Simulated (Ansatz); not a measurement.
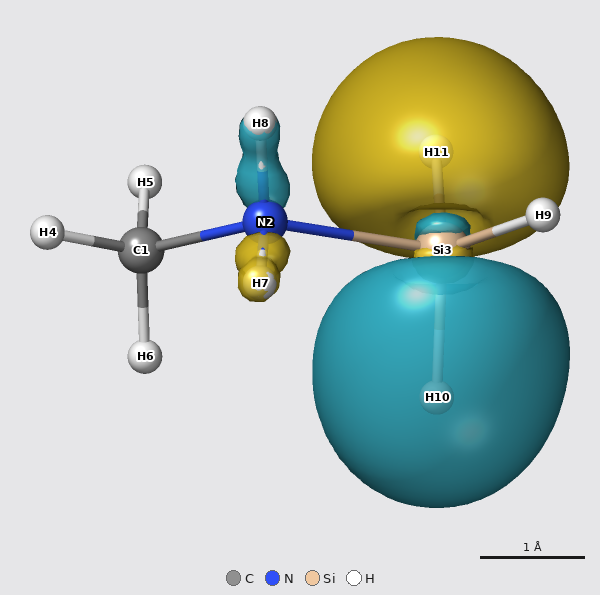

*CH8NSi (charge +1). The HOMO−1 at ±0.1 Å⁻³ᐟ² (yellow and cyan are the two phases), seen from one side.*

Level of theory: Ansatz, UHF/6-31G.

Input

```
crystal:
  periodic: [false, false, false]
  atoms:
    - { symbol: C, position_ang: [1.34198, 0.18273, -0.10095] }
    - { symbol: "N", position_ang: [0.12175, -0.30082, 0.57581] }
    - { symbol: Si, position_ang: [-1.51049, 0.0593, -0.37365] }
    - { symbol: H, position_ang: [2.23246, -0.04767, 0.48176] }
    - { symbol: H, position_ang: [1.43187, -0.28885, -1.07632] }
    - { symbol: H, position_ang: [1.28337, 1.2594, -0.23771] }
    - { symbol: H, position_ang: [0.08265, 0.12044, 1.50699] }
    - { symbol: H, position_ang: [0.21721, -1.30759, 0.72989] }
    - { symbol: H, position_ang: [-2.46853, -0.5422, 0.54328] }
    - { symbol: H, position_ang: [-1.47352, 1.514, -0.42855] }
    - { symbol: H, position_ang: [-1.25875, -0.64873, -1.62053] }
total_charge: 1
magnetization:
  spin_polarized: true
basis:
  gaussian: { orbitals: "6-31G" }
hamiltonian:
  xc: hf
relax:
  f_tol: 0.02
  max_steps: 40
output:
  orbitals: {}
```

Launched as:

```sh
ansatz run input.yaml --threads 1 --pin off --max-ram 2048MiB --backend cpu --events-out ev --progress --plain --runs-dir out
```

The fields are those of the relaxed geometry.

Where does this orbital lie, and at what energy?

Its weight (Hirshfeld) is mainly on Si3 (about 45 %), H10 (about 25 %) and H11 (about 25 %). Its energy is −18.69 eV.
